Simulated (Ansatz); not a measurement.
# Fields on a plane of NiO (rock salt)

```xyz
2
Lattice="0.0000 2.0953 2.0953 2.0953 0.0000 2.0953 2.0953 2.0953 0.0000" Properties=species:S:1:pos:R:3 pbc="T T T"
O      0.0000     0.0000     0.0000
Ni     2.0953     2.0953     2.0953
```

The slice is a {110} plane (indices of the conventional cell) through the point (0.000, 0.000, 0.000) (fractional), spanned by u = [100] and v = [1 -1 -1] in vectors of this cell: u (2.96 Å) and v (4.19 Å, at 90° to u). It covers one period; positions are fractions (u, v).

Atoms on it: O at (0.00, 0.00); Ni at (0.00, 0.50).

Level of theory: r2SCAN (plane waves to 500 eV, PAW, scalar-relativistic; Ansatz, a first-principles code). k mesh 13×13×13. Near the nuclei the fields are pseudised (PAW); where an atom keeps semicore shells as valence, they peak there. NiO is run spin-polarised and with no Hubbard U; the real compound is an antiferromagnetic insulator, a state that this run doesn't describe. NiO was relaxed with its symmetry unable to fall. Relaxed NiO ends ferromagnetic. The PAW data are Ansatz's earlier set. The magnetic order is the one the run started from; other orders were not tried.

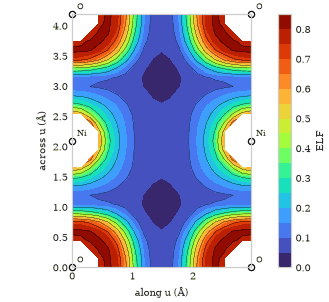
Figure. ELF of the up spins, one period of the plane, atoms marked. Points within 0.4 Å of a nucleus are left white, as the pseudised field means little there.

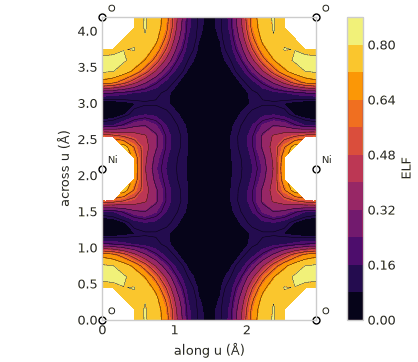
*ELF of the down spins, one period of the plane, atoms marked. Points within 0.4 Å of a nucleus are left white, as the pseudised field means little there.*

- Density on the O–Ni line (2.10 Å) at its density minimum, 1.1 Å from O: 0.42 e/Å³
- ELF at that point: 0.1
- Character of the O–Ni contact (rough rule: ELF there above 0.7 covalent, below 0.2 ionic, polar between): closed-shell (ionic)
